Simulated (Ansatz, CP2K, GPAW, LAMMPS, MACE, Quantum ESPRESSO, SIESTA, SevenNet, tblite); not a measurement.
# Running ionic liquid ethylpyridinium dicyanamide with Li salt at 400 K (98 atoms) with CP2K

Aim: run ionic liquid ethylpyridinium dicyanamide with Li salt at 400 K (98 atoms) in CP2K and see how near its forces come to a plane-wave reference, and at what cost.

Method: the method is named at each step, in CP2K 2026.2.

**1. Starting point**

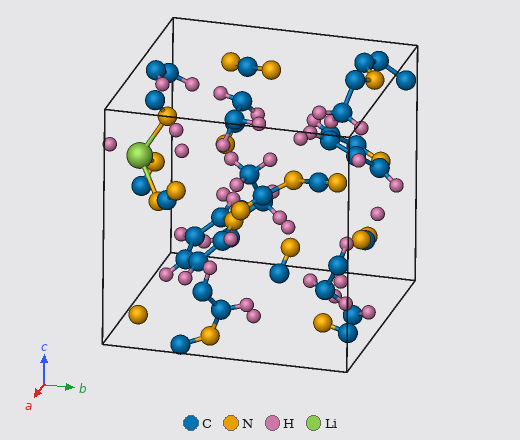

Start, viewed slightly off an axis; carbon blue, nitrogen orange, hydrogen pink, lithium green. Bonds to atoms that aren't drawn are left out. Some periodic images of atoms are drawn too.

The cell holds 98 atoms: 38 C, 19 N, 40 H and 1 Li. Its edges and angles: a = 10.520 Å, b = 10.520 Å, c = 10.520 Å, α = 90.0°, β = 90.0°, γ = 90.0°. 4 ethylpyridinium, 5 dicyanamide, 1 Li+ placed at random, at 1.1 g/cm³; overlaps pushed apart, then 10 ps at 700 K with Joung-Cheatham ions (J. Phys. Chem. B 112, 9020 (2008)); MMFF94 bonds, angles, torsions, charges and radii (Halgren, J. Comput. Chem. 17, 490 (1996)) in harmonic and 12-6 forms; charges of ions scaled by 0.8. Snapshot after 30 ps at 400 K and fixed volume.

The yardstick, on the same geometry:

- method: Kohn-Sham DFT, PBE, SSSP efficiency 1.3.0 pseudopotentials, plane waves (Quantum ESPRESSO 7.5); sssp-pbe-1.3.0-efficiency, cutoffs 60/480 Ry, Γ point
- r.m.s. force component: 1.72 eV/Å
- longest force: 9.914 eV/Å
- pressure: 0.728 GPa
- gap (highest filled to lowest empty level): 1.791 eV
- time: 2.5 min on 2 MPI ranks of Arm Neoverse V2, shared host
- CPU time: 5.1 min

**2. PBE, DZVP-MOLOPT-SR, 600/50 Ry, diagonalisation**

Method: Kohn-Sham DFT, PBE, GTH-PBE pseudopotentials, Gaussian and plane waves, DZVP-MOLOPT-SR-GTH, diagonalisation.

Contents of input.inp:

```
&GLOBAL
  PROJECT cell
  RUN_TYPE ENERGY_FORCE
  PRINT_LEVEL LOW
&END GLOBAL
&FORCE_EVAL
  METHOD QS
  STRESS_TENSOR ANALYTICAL
  &DFT
    BASIS_SET_FILE_NAME BASIS_MOLOPT
    POTENTIAL_FILE_NAME GTH_POTENTIALS
    &MGRID
      CUTOFF 600
      REL_CUTOFF 50
      NGRIDS 5
    &END MGRID
    &QS
      EPS_DEFAULT 1.0E-12
    &END QS
    &SCF
      SCF_GUESS ATOMIC
      EPS_SCF 1.0E-06
      MAX_SCF 200
      ADDED_MOS 14
      &DIAGONALIZATION
        ALGORITHM STANDARD
      &END DIAGONALIZATION
      &SMEAR ON
        METHOD FERMI_DIRAC
        ELECTRONIC_TEMPERATURE [K] 580
      &END SMEAR
      &MIXING
        METHOD BROYDEN_MIXING
        ALPHA 0.3
        NBROYDEN 8
      &END MIXING
      &PRINT
        &RESTART OFF
        &END RESTART
      &END PRINT
    &END SCF
    &XC
      &XC_FUNCTIONAL PBE
      &END XC_FUNCTIONAL
    &END XC
    &PRINT
      &MULLIKEN ON
      &END MULLIKEN
      &LOWDIN ON
      &END LOWDIN
      &MO ON
        EIGENVALUES T
        OCCUPATION_NUMBERS T
        MO_INDEX_RANGE 134 157
        &EACH
          QS_SCF 0
        &END EACH
        ADD_LAST NUMERIC
      &END MO
    &END PRINT
  &END DFT
  &SUBSYS
    &CELL
      A 10.51987 0.00000 0.00000
      B 0.00000 10.51987 0.00000
      C 0.00000 0.00000 10.51987
    &END CELL
    &TOPOLOGY
      COORD_FILE_NAME structure.xyz
      COORD_FILE_FORMAT XYZ
    &END TOPOLOGY
    &KIND C
      BASIS_SET DZVP-MOLOPT-SR-GTH-q4
      POTENTIAL GTH-PBE-q4
    &END KIND
    &KIND N
      BASIS_SET DZVP-MOLOPT-SR-GTH-q5
      POTENTIAL GTH-PBE-q5
    &END KIND
    &KIND H
      BASIS_SET DZVP-MOLOPT-SR-GTH-q1
      POTENTIAL GTH-PBE-q1
    &END KIND
    &KIND Li
      BASIS_SET DZVP-MOLOPT-SR-GTH-q3
      POTENTIAL GTH-PBE-q3
    &END KIND
  &END SUBSYS
  &PRINT
    &FORCES ON
    &END FORCES
    &STRESS_TENSOR ON
    &END STRESS_TENSOR
  &END PRINT
&END FORCE_EVAL
```

Contents of structure.xyz:

```xyz
98

C 5.06090 8.70730 9.27747
C 4.39962 9.06655 0.00158
N 3.05560 9.53027 10.05626
C 1.94881 8.77462 10.30537
C 0.66938 9.04625 9.92203
C 0.48886 10.17387 9.11442
C 1.65940 0.29140 8.72623
C 2.87382 0.07343 9.29283
H 4.49914 8.07768 8.58989
H 5.42257 9.63010 8.83974
H 5.70556 7.89727 9.42801
H 4.37458 8.26978 0.73997
H 4.93287 9.88794 0.42953
H 2.11313 7.90368 0.47287
H 10.33199 8.38065 10.14115
H 10.03511 0.09468 8.78283
H 1.44732 1.24587 8.24295
H 3.78821 0.61078 9.09127
C 9.88184 9.37910 3.29840
C 10.24888 10.03133 4.62096
N 0.51305 9.12841 5.36829
C 0.04734 7.95071 5.76962
C 0.91323 7.05852 6.45962
C 2.19718 7.39379 6.76470
C 2.66311 8.66122 6.39166
C 1.80205 9.44127 5.61729
H 9.50165 10.16283 2.64101
H 0.25279 8.94536 2.89454
H 9.23992 8.55308 3.37214
H 0.16274 0.47750 4.67408
H 9.28852 10.11507 5.22238
H 9.49976 7.65184 5.75816
H 0.44204 6.21451 6.84023
H 2.86477 6.72725 7.29143
H 3.66197 9.04509 6.63425
H 2.18929 10.27707 5.08415
C 7.03074 4.94129 10.11107
C 8.50531 5.03134 9.87479
N 9.22172 4.26549 0.38166
C 9.83092 3.16764 0.09510
C 0.16769 2.58073 1.04368
C 0.14339 3.02446 2.32920
C 9.95138 4.12779 2.63186
C 9.29115 4.74509 1.63689
H 6.78195 3.93885 10.25351
H 6.84728 5.47843 0.48612
H 6.44573 5.45150 9.34827
H 8.69636 4.60328 8.75821
H 8.69783 6.13245 9.89425
H 9.66103 2.84015 9.59528
H 0.65065 1.59997 0.94426
H 0.51873 2.37938 3.08895
H 9.84113 4.40330 3.68995
H 8.82943 5.72176 1.78522
C 4.65978 4.63001 5.86598
C 4.11011 5.08215 4.50093
[... 38 atom lines left out ...]
N 7.79827 0.77489 0.36062
C 7.04253 1.20190 9.71762
N 6.44921 1.57514 8.80892
Li 6.76533 0.48770 7.04789
```

The run is started by

```
> OMP_NUM_THREADS=2 cp2k.psmp -i input.inp > output.txt
```

Numbers of over 12 decimals in the logs are rounded to 6 here.

Output:

```text
CP2K| version string:                                       CP2K version 2026.2
 CP2K| Input file name                                                 input.inp
 GLOBAL| Basis set file name                                        BASIS_MOLOPT
 GLOBAL| Potential file name                                      GTH_POTENTIALS
 GLOBAL| Run type                                                   ENERGY_FORCE
 GLOBAL| Total number of message passing processes                             1
 GLOBAL| Number of threads for this process                                    2
 TOTAL NUMBERS AND MAXIMUM NUMBERS
  Total number of            - Atomic kinds:                                   4
                             - Atoms:                                         98
                             - Shell sets:                                    98
                             - Shells:                                       409
                             - Primitive Cartesian functions:                490
                             - Cartesian basis functions:                   1004
                             - Spherical basis functions:                    947
  Maximum angular momentum of- Orbital basis functions:                        2
                             - Local part of the GTH pseudopotential:          6
                             - Non-local part of the GTH pseudopotential:      0
 SCF PARAMETERS         Density guess:                                    ATOMIC
                        max_scf:                                             200
                        eps_scf:                                        1.00E-06
                        added MOs                                        14    0
                        Mixing method:                            BROYDEN_MIXING
                                                charge density mixing in g-space
                        Smear method:                                FERMI_DIRAC
                        Electronic temperature [K]:                        580.0
                        Electronic temperature [a.u.]:                  1.84E-03
                        Accuracy threshold:                             1.00E-10
 Extrapolation method: initial_guess
 Number of electrons:                                                        290
 Number of occupied orbitals:                                                145
 Number of molecular orbitals:                                               159
 Number of orbital functions:                                                947
 Number of independent orbital functions:                                    947
 SCF WAVEFUNCTION OPTIMIZATION
  Step     Update method      Time    Convergence         Total energy    Change
     1 NoMix/Diag. 0.30E+00    5.0     1.05263323      -427.2747448779 -4.27E+02
     2 Broy./Diag. 0.30E+00    6.6     0.38368751      -411.2304916938  1.60E+01
     3 Broy./Diag. 0.30E+00    6.6     0.07670002      -427.9106447918 -1.67E+01
     4 Broy./Diag. 0.30E+00    6.7     0.04445148      -434.3062217597 -6.40E+00
     5 Broy./Diag. 0.30E+00    6.7     0.00979860      -437.1166527071 -2.81E+00
     6 Broy./Diag. 0.30E+00    6.7     0.00493241      -436.1960704325  9.21E-01
     7 Broy./Diag. 0.30E+00    6.9     0.00172384      -435.7125313802  4.84E-01
[...]
17 Broy./Diag. 0.30E+00    6.9     0.00000326      -435.7399474574 -1.83E-05
    18 Broy./Diag. 0.30E+00    6.9     0.00000169      -435.7399290716  1.84E-05
    19 Broy./Diag. 0.30E+00    7.0     0.00000085      -435.7399369260 -7.85E-06
  *** SCF run converged in    19 steps ***
  Electronic density on regular grids:       -290.0000000000        0.0000000000
  Core density on regular grids:              289.9999999998       -0.0000000002
  Total charge density on r-space grids:       -0.0000000002
  Total charge density g-space grids:          -0.0000000002
  Overlap energy of the core charge distribution:               9.20202e-05
  Self energy of the core charge distribution:              -1041.658150
  Core Hamiltonian energy:                                    315.793567
  Hartree energy:                                             419.678056
  Exchange-correlation energy:                               -129.553502
  Electronic entropic energy:                                  -9.8261e-09
  Fermi energy:                                                 0.022999
  Total energy:                                              -435.739937
  Total energy (extrapolated to T->0):                       -435.739937
 MO| EIGENVALUES AND OCCUPATION NUMBERS
 MO|
 MO|  Index      Eigenvalue [a.u.]        Eigenvalue [eV]             Occupation
 MO|    134              -0.093469              -2.543417               2.000000
 MO|    135              -0.085366              -2.322923               2.000000
 MO|    136              -0.075612              -2.057498               2.000000
 MO|    137              -0.074730              -2.033506               2.000000
 MO|    138              -0.070863              -1.928268               2.000000
 MO|    139              -0.066617              -1.812732               2.000000
[...]
MO|    155               0.141890               3.861028               0.000000
 MO|    156               0.146411               3.984034               0.000000
 MO|    157               0.154565               4.205927               0.000000
 MO| Sum:                                                             290.000000
 MO| E(Fermi):            0.022999 a.u.          0.625844 eV
 !-----------------------------------------------------------------------------!
                     Mulliken Population Analysis
 #  Atom  Element  Kind  Atomic population                           Net charge
       1     C        1          4.196413                             -0.196413
       2     C        1          4.043399                             -0.043399
       3     N        2          4.826623                              0.173377
       4     C        1          3.938987                              0.061013
       5     C        1          4.023787                             -0.023787
       6     C        1          3.991711                              0.008289
[...]
# Total charge                            290.000000                  0.000000
 !-----------------------------------------------------------------------------!
 LOWDIN POPULATION ANALYSIS
 #  Atom  Element  Kind  Atomic population                           Net charge
[...]
96     C        1          4.227998                             -0.227998
      97     N        2          5.043926                             -0.043926
      98     Li       4          2.642307                              0.357693
 # Total charge                            290.000000                 -0.000000
 ENERGY| Total FORCE_EVAL ( QS ) energy [hartree]           -435.739946
 FORCES| Atomic forces [hartree/bohr]
 FORCES|   Atom     x               y               z               |f|
 FORCES|      1  3.40477859E-03 -1.40718377E-02 -2.90896529E-02   3.24933384E-02
 FORCES|      2 -2.26605563E-02  2.57921714E-03 -4.49604379E-04   2.28112980E-02
 FORCES|      3 -3.46048027E-02 -2.70544026E-02  3.38346713E-02   5.54456315E-02
 FORCES|      4  1.88457270E-02 -4.83721846E-02  4.72195417E-02   7.01763122E-02
 FORCES|      5 -2.75404501E-02  4.30035152E-03 -1.86845265E-02   3.35571296E-02
 FORCES|      6 -4.59390177E-03 -2.09833213E-03 -4.69611425E-03   6.89640633E-03
[...]
FORCES|     96  8.83614508E-02 -8.18176166E-02  1.32219042E-01   1.78839994E-01
 FORCES|     97 -3.93194922E-02  2.83198618E-02 -6.17606624E-02   7.85010602E-02
 FORCES|     98  1.89400274E-04  9.41543813E-03 -3.20393091E-03   9.94743791E-03
 FORCES| Sum    -1.18503344E-04  6.17811131E-04  4.65541544E-04
 FORCES| Total atomic force                                       7.82599876E-04
 STRESS| Analytical stress tensor [bar]
 STRESS|                        x                   y                   z
 STRESS|      x        4.93632879341E+03   5.29647270754E+02  -9.13224482725E+03
 STRESS|      y        5.29647270754E+02   2.03526321954E+04  -9.52705584170E+02
 STRESS|      z       -9.13224482725E+03  -9.52705584170E+02   1.43558513153E+04
 STRESS| 1/3 Trace                                             1.32149374347E+04
```

Run time: 2.5 min. Hardware: 2 threads of Arm Neoverse V2, shared host; peak memory 2.9 GiB; 4.5 min of CPU time.

Banners, paths, timers and routine set-up lines are dropped from the logs unmarked, and long logs keep their key lines alone; longer cuts are marked.

Compared with the plane-wave run:

```yaml
r_m_s_force_component: 1.814 eV/Å
r_m_s_difference_of_force_components: 136.9 meV/Å
longest_difference_of_force_vectors: 553.6 meV/Å
force_difference_over_r_m_s_force: 7.962 %
slope_of_forces_against_the_reference_s: 1.053
correlation_of_force_components: 0.9984
spacing_of_highest_filled_and_lowest_empty_level: 1.663 eV
gap_difference: -0.1287 eV
pressure: 1.321 GPa
pressure_difference: 0.5935 GPa
```

Length of the force difference by element (eV/Å):

```tsv
element	atoms	mean	most
C	38	0.23	0.52
H	40	0.034	0.12
Li	1	0.018	0.018
N	19	0.31	0.55
```

Levels nearest the highest filled one (eV from it): -2.34, -2.12, -1.85, -1.83, -1.72, -1.61, -1.42, -0.64, -0.51, -0.25, -0.07, 0.00, 1.66, 1.75, 1.80, 2.00, 2.35, 2.46, 2.59, 2.82, 3.81, 4.07, 4.19, 4.41.

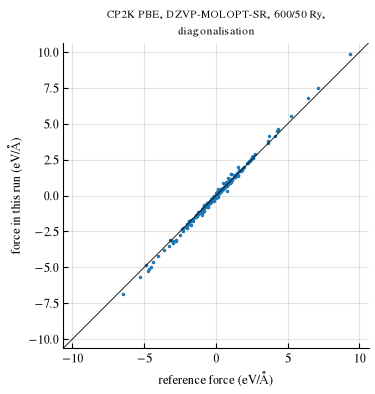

Force components against those of the reference; the line marks equality.

A closer look about C94, which bears the longest force: 13 atoms, nearest first, numbered in the order of the input, with positions taken from that point.

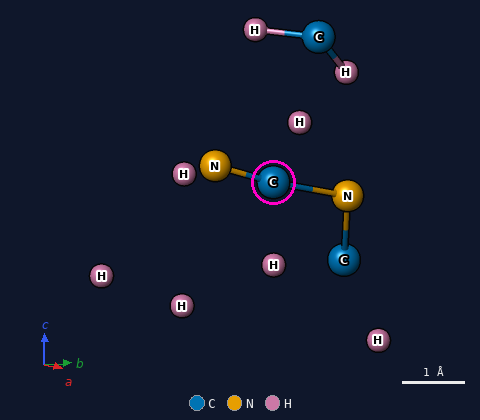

The atoms of the table, within 3.4 Å (arrows a, b, c point along x, y, z); some may hide others; the central atom is ringed.

```tsv
atom	x	y	z	distance (Å)	bonds	Mulliken charge (e)	Fx	Fy	Fz (eV/Å)
C94	0.00	0.00	0.00	0.00	2	0.33	-1.27	9.85	-3.18
N93	-0.05	-1.09	0.30	1.13	1	-0.52	0.25	-5.24	1.37
N95	-0.08	1.48	-0.28	1.51	2	-0.33	-1.38	-2.28	-2.01
C96	-0.83	1.90	-1.45	2.53	2	0.31	4.54	-4.21	6.80
H27	1.63	0.34	2.00	2.60	1	0.08	-0.26	-0.25	-0.24
H13	-2.94	0.07	-0.22	2.95	1	0.07	0.15	0.81	0.66
H15	2.46	-1.44	-1.02	3.03	1	0.08	0.64	0.33	0.34
H70	-2.51	1.99	0.62	3.26	1	0.03	0.34	-1.33	-1.16
H29	1.37	-1.27	2.73	3.30	1	0.07	-1.62	-0.90	0.41
H16	2.16	0.80	-2.38	3.31	1	0.09	0.67	-0.80	0.26
C19	2.01	-0.44	2.65	3.36	4	-0.21	1.31	1.91	-0.31
H11	-2.17	-1.92	-1.74	3.38	1	0.07	2.64	-0.55	0.70
H10	-2.45	-0.19	-2.33	3.38	1	0.07	0.60	-0.39	-0.68
```

Forces lie 8.0 % from the reference's, at 0.88 times its CPU time.

**3. PBE, TZV2P-MOLOPT (SR for Li), 600/50 Ry, diagonalisation**

Method: Kohn-Sham DFT, PBE, GTH-PBE pseudopotentials, Gaussian and plane waves, TZV2P-MOLOPT-GTH, diagonalisation.

Edit input.inp of step 2 so:

```diff
@@ -10,2 +10,3 @@
     BASIS_SET_FILE_NAME BASIS_MOLOPT
+    BASIS_SET_FILE_NAME BASIS_MOLOPT_UCL
     POTENTIAL_FILE_NAME GTH_POTENTIALS
@@ -72,3 +73,3 @@
     &KIND C
-      BASIS_SET DZVP-MOLOPT-SR-GTH-q4
+      BASIS_SET TZV2P-MOLOPT-GTH-q4
       POTENTIAL GTH-PBE-q4
@@ -76,3 +77,3 @@
     &KIND N
-      BASIS_SET DZVP-MOLOPT-SR-GTH-q5
+      BASIS_SET TZV2P-MOLOPT-GTH-q5
       POTENTIAL GTH-PBE-q5
@@ -80,3 +81,3 @@
     &KIND H
-      BASIS_SET DZVP-MOLOPT-SR-GTH-q1
+      BASIS_SET TZV2P-MOLOPT-GTH-q1
       POTENTIAL GTH-PBE-q1
@@ -84,3 +85,3 @@
     &KIND Li
-      BASIS_SET DZVP-MOLOPT-SR-GTH-q3
+      BASIS_SET TZV2P-MOLOPT-SR-GTH-q3
       POTENTIAL GTH-PBE-q3
```

structure.xyz is that of step 2.

The run is started by

```
> OMP_NUM_THREADS=1 mpirun -np 4 cp2k.psmp -i input.inp > output.txt
```

Output:

```text
CP2K| version string:                                       CP2K version 2026.2
 CP2K| Input file name                                                 input.inp
 GLOBAL| Basis set file name                                        BASIS_MOLOPT
 GLOBAL| Potential file name                                      GTH_POTENTIALS
[... lines left out ...]
 Number of electrons:                                                        290
[... lines left out ...]
  Step     Update method      Time    Convergence         Total energy    Change
[... lines left out ...]
  *** SCF run converged in    20 steps ***
[... lines left out ...]
  Fermi energy:                                                 0.021335
  Total energy:                                              -435.839967
  Total energy (extrapolated to T->0):                       -435.839967
[... lines left out ...]
 MO| E(Fermi):            0.021335 a.u.          0.580558 eV
[... lines left out ...]
 ENERGY| Total FORCE_EVAL ( QS ) energy [hartree]           -435.839947
[... lines left out ...]
 FORCES|      1  3.81634026E-03 -1.46543682E-02 -2.73449593E-02   3.12579871E-02
 FORCES|      2 -2.21031963E-02  2.29965897E-03 -1.33756110E-03   2.22627219E-02
 FORCES|      3 -3.57586006E-02 -2.61524902E-02  3.27193634E-02   5.50743770E-02
[...]
FORCES|     97 -3.35377799E-02  2.44327002E-02 -5.32698393E-02   6.75234426E-02
 FORCES|     98  2.80800460E-04  9.40523634E-03 -3.08986675E-03   9.90376676E-03
 FORCES| Sum    -1.40505073E-04  7.76093045E-04  4.38484418E-04
 FORCES| Total atomic force                                       9.02402723E-04
 STRESS| Analytical stress tensor [bar]
 STRESS|                        x                   y                   z
 STRESS|      x        5.04174311246E+02   2.82111440179E+02  -9.23263435959E+03
 STRESS|      y        2.82111440179E+02   1.62723217066E+04  -1.44358148154E+03
 STRESS|      z       -9.23263435959E+03  -1.44358148154E+03   1.13747544639E+04
 STRESS| 1/3 Trace                                             9.38375016056E+03
```

It took 8.8 min on 4 MPI ranks; peak memory 4.5 GiB; 35 min of CPU time.

Against the reference:

```yaml
r_m_s_force_component: 1.699 eV/Å
r_m_s_difference_of_force_components: 40.37 meV/Å
longest_difference_of_force_vectors: 236.7 meV/Å
force_difference_over_r_m_s_force: 2.348 %
slope_of_forces_against_the_reference_s: 0.9877
correlation_of_force_components: 0.9998
spacing_of_highest_filled_and_lowest_empty_level: 1.777 eV
gap_difference: -0.0143 eV
pressure: 0.9384 GPa
pressure_difference: 0.2104 GPa
```

Against the first run (8.0 %), the force difference from the reference is 2.3 %, at 7.9 times the CPU time (on 4 against 2 cores), with 1624 basis functions against 947: the larger basis brings the forces nearer.

(Part 1 of 3 ends here.)

[Also dropped from logs without a mark: logging warnings of Python, and SIESTA's first energy breakdown and zero terms.]

[Logs are printed without paths, hosts, clocks, repeated set-up lines and the standing remarks that a program may print on its own settings, such as how far it seeks lower states.]

[Hosts, paths, dates, database ids (printed as entryN), source tags and the programs' standing remarks are cut or masked in the printed files.]

[The MMFF94 radii named for the starting cell were scaled by 0.96; in molecules described by MMFF94, hydrogen bound to N, O or S took a small fixed 12-6 site in their place.]
